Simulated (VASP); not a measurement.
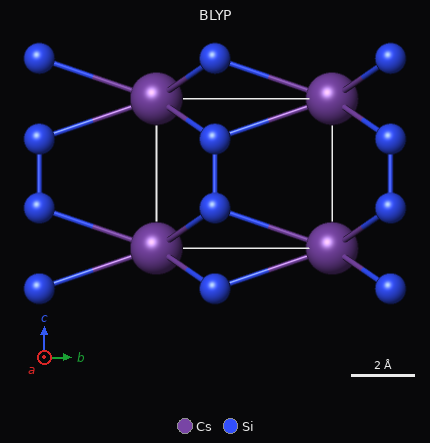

Solid CsSi₂ (a generated structure, set up in P-6m2), relaxed (cell and atoms) with several functionals. The picture shows the result with BLYP. A ball-and-stick model of the cell of the calculation, seen along the a axis.

Computed with VASP 6.6.1: VASP PAW PBE potentials, recommended; VASP PAW LDA potentials, recommended (each functional with its own set). (plane-wave cutoff 600 eV; k-point mesh 5 × 5 × 6; occupations fermi-dirac; smearing width 0.05 eV; no spin polarisation)

```json
{"functional": "BLYP", "volume (Å³/atom)": "58.337", "a (Å)": "6.493", "c (Å)": "4.793"}
{"functional": "RPBE", "volume (Å³/atom)": "?", "a (Å)": "?", "c (Å)": "?"}
{"functional": "revPBE", "volume (Å³/atom)": "53.717", "a (Å)": "6.517", "c (Å)": "4.381"}
{"functional": "AM05", "volume (Å³/atom)": "50.467", "a (Å)": "6.342", "c (Å)": "4.347"}
{"functional": "PBE", "volume (Å³/atom)": "51.351", "a (Å)": "6.387", "c (Å)": "4.361"}
{"functional": "LDA", "volume (Å³/atom)": "46.637", "a (Å)": "6.122", "c (Å)": "4.311"}
{"functional": "optB88-vdW", "volume (Å³/atom)": "49.344", "a (Å)": "6.261", "c (Å)": "4.360"}
{"functional": "PW91", "volume (Å³/atom)": "51.291", "a (Å)": "6.384", "c (Å)": "4.359"}
{"functional": "PBEsol", "volume (Å³/atom)": "48.958", "a (Å)": "6.250", "c (Å)": "4.342"}
```

Question: One row is withheld. What does the calculation give there?

Answer: With RPBE the volume falls between revPBE (53.717) and BLYP (58.337). The calculation gives 54.204 Å³/atom (a = 6.543 Å, c = 4.386 Å). In order of volume: LDA < PBEsol < optB88-vdW < AM05 < PW91 < PBE < revPBE < RPBE < BLYP; the spread is 25.1 %.
